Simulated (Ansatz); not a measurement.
**Predicting a hybrid from its neighbours: CH2F2**

The species is CH2F2 (5 atoms), meant as a singlet with charge 0. SMILES: `FCF`. The shape is that of a PBE0-D4/def2-TZVP optimisation.

The electronic atomisation energy y, in eV, basis aug-cc-pVDZ; a is the functional's share of exact exchange. Programs: Ansatz 0.2.0.

```
functional  program     a  y (eV)
       PBE   Ansatz     0   19.28
      BLYP   Ansatz     0   18.68
     B3LYP   Ansatz   0.2   18.55
   r2SCAN0   Ansatz  0.25   18.24
      PBE0   Ansatz  0.25       ?
     BHLYP   Ansatz   0.5   17.71
```

Problem. Fit y = c + s·a to the known rows and predict PBE0.

Solution. 
1. Means of the 5 rows: a = 0.1900, y = 18.492.
2. Σ(Δa)² = 0.172, Σ(Δa·Δy) = -0.4424, so the slope is -0.4424/0.172 = -2.5721.
3. Intercept: 18.492 − (-2.5721) × 0.1900 = 18.981. The largest residual of the fit is 0.30.
4. PBE0: 18.981 + (-2.5721) × 0.25 = 18.34 eV.

The run gave 18.67 eV, so the prediction is off by -0.33 eV, about the scatter of the fit. The rows mix families of semi-local functionals, which the line can't see.

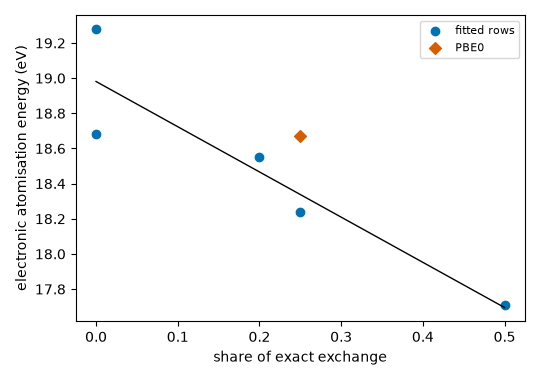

The fitted line, with the withheld row.
